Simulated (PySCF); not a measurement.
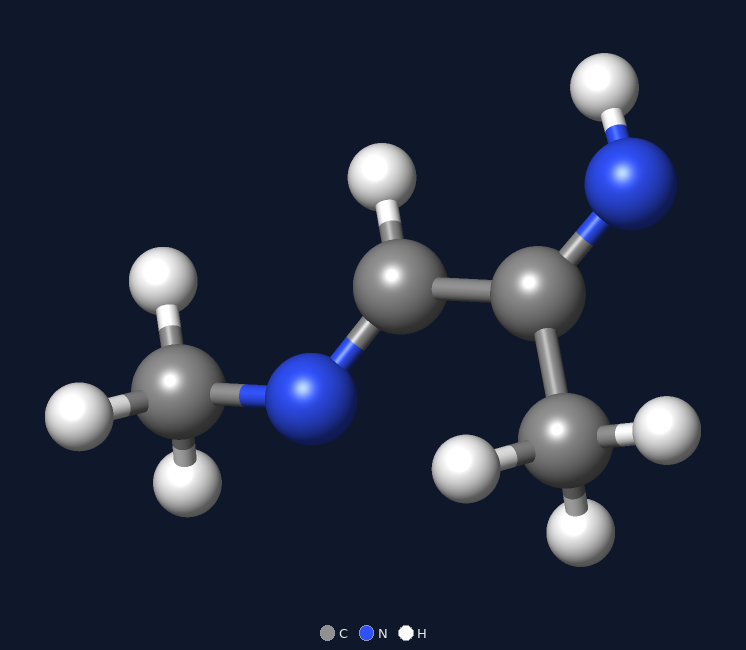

(Drawn from a calculation with PySCF.)

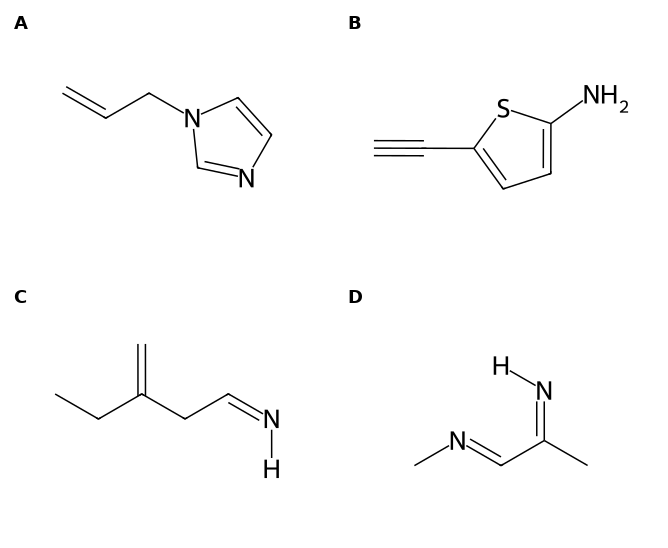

Question: Which structural formula matches the 3D model?

Answer: D, `[H]/N=C(C)\C=N\C`.
